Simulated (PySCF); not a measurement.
**H$_{9}$NSi$_{3}$, SMILES `[SiH3]N([SiH3])[SiH3]`: what the electrons do**

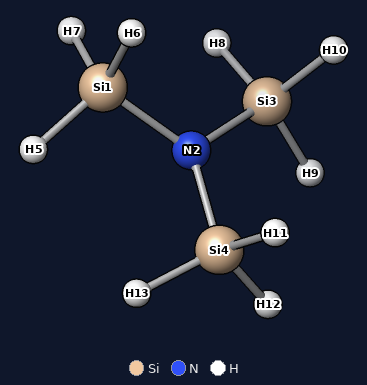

The molecule, with its atoms numbered as below. No frequency check shows the geometry to be a minimum.

Cartesian coordinates (Å):

```
Si1      1.6766    0.4611   -0.0128
N2       0.0003    0.0000    0.1286
Si3     -1.2377    1.2212   -0.0127
Si4     -0.4390   -1.6823   -0.0126
H5       2.4744   -0.5674    0.6511
H6       2.0633    0.5668   -1.4246
H7       1.8359    1.7534    0.6511
H8      -0.7456    2.4267    0.6510
H9      -2.4362    0.7134    0.6512
H10     -1.5236    1.5023   -1.4245
H11     -0.5408   -2.0701   -1.4245
H12     -1.7286   -1.8589    0.6512
H13      0.6006   -2.4664    0.6511
```

## 1. Bonding charge

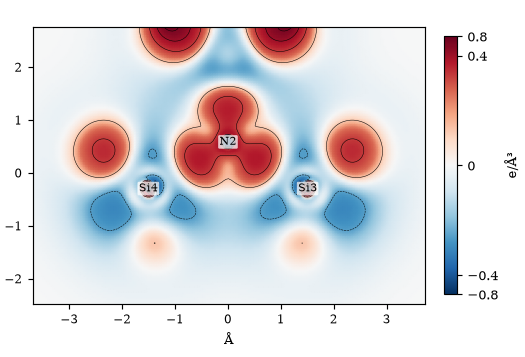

Deformation density (molecule less spherical, spin-averaged free atoms) in the plane of N2, Si3 and Si4; colour scale in e/Å³, logarithmic beyond ±0.1; red: gain, blue: loss.

Method: B3LYP/def2-SVPD; geometry: GFN2-xTB; program: PySCF.

Question: Describe the bonding that the map shows.

Answer: N2–Si4: +0.06 e/Å³ at the bond critical point (bond length 1.74 Å); up to 0.6 Å beside the axis the gain reaches +0.32 e/Å³. N2–Si3: +0.06 e/Å³ at the bond critical point (bond length 1.75 Å); up to 0.6 Å beside the axis the gain reaches +0.32 e/Å³. In all, 3.2 electrons gather in the regions of gain relative to the promolecule. A small or negative value marks a very polar bond, one between electron-rich atoms, whose free-atom densities already overlap strongly, a long bond to a heavier atom, or a closed-shell contact such as a hydrogen bond.

Question: Where do the Hirshfeld charges lie?

Answer: The highest Hirshfeld charge is on Si1, Si3 and Si4 (+0.36 e), the lowest on N2 (−0.33 e).

## 2. Electrostatic potential

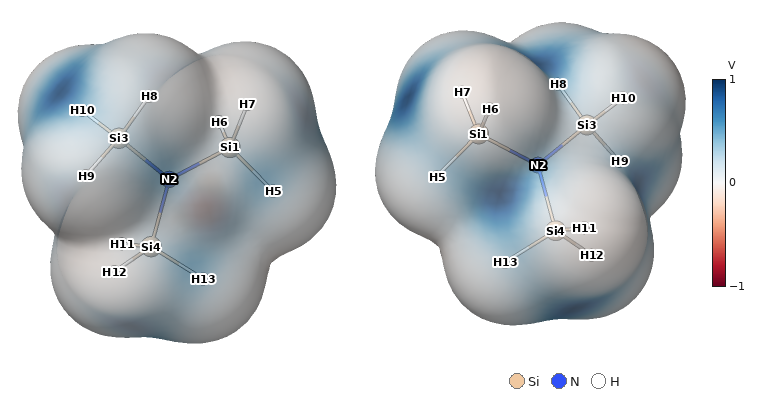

Electrostatic potential on the surface of electron density 0.001 a.u. (back view left, front view right).

Question: Where are the extremes of the potential on the surface?

Answer: Highest: 0.96 V, near H10 (2.05 Å), H11 (2.20 Å), Si3 (2.24 Å) and H9 (2.27 Å), and at like points elsewhere. Lowest: −0.26 V, 2.0 Å from N2. Further minima include −0.06 V, 1.5 Å from H11, and at like points elsewhere; −0.05 V, about equally far (1.7 Å) from H9 and H12. The surface is sampled at points, so like sites can differ by a few per cent and only the strongest of them is named.

Question: What volume does the surface enclose, and what is the dipole moment?

Answer: About 159 Å³; the dipole moment is 0.0 D.

## 3. In an electric field

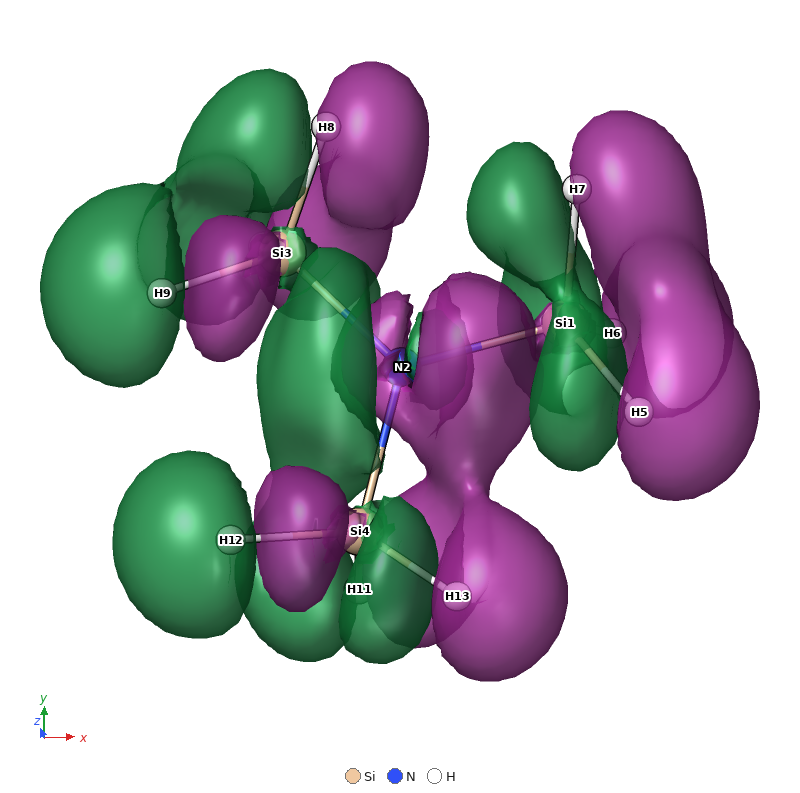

Change of the electron density in a uniform field of 0.21 V/Å, surfaces at ±0.001 e/Å³ (green: gain, purple: loss).

Level of theory: B3LYP/def2-SVPD (PySCF), at a geometry from GFN2-xTB.

Question: Along which Cartesian direction does the field point?

Answer: Along +x: electrons gather on the −x side, against the field.

Question: What dipole is induced, and what polarisability does it imply?

Answer: The induced dipole is 0.92 D (along the field); α along this axis, from the fields in both directions, is 91 bohr³ (13.5 Å³).

Question: Which atoms gain and lose the most charge?

Answer: Electrons gather most on H9 and H12 alike (Hirshfeld charge changes by −0.009 e) and leave Si1 most (+0.008 e); 0.080 electrons are displaced in all.

## 4. Removing or adding an electron

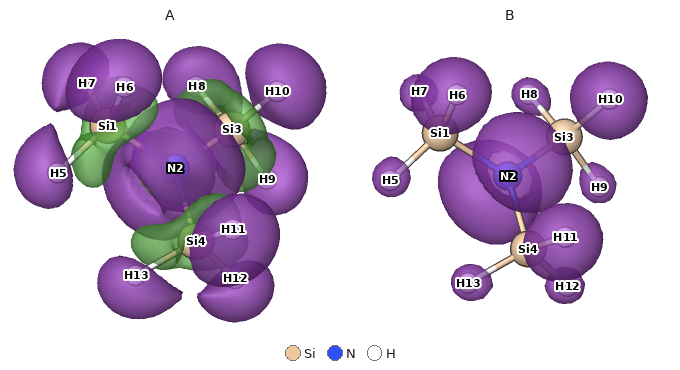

The Fukui function f⁻ from two separate SCF calculations and the density of the HOMO, at ±0.01 e/Å³ (purple positive, green negative).

Question: Which panel is which, and how good is the frozen-orbital picture?

Answer: A is f⁻ (it has negative regions), B the HOMO density. The HOMO lies on N2 (47 %), Si1, Si3 and Si4 (9 % each) and H6, H10 and H11 (6 % each); f⁻ (Hirshfeld-condensed) is largest on N2 (0.20); the vertical ionisation energy is 9.31 eV (the stability of the cation's solution wasn't checked). Relaxation shifts 27 % of the electron between atoms. The orbital energy is −7.31 eV.

The PySCF runs shown took 27 s, 66 s and 83 s on 1 thread of Arm Neoverse V1, on a shared host.
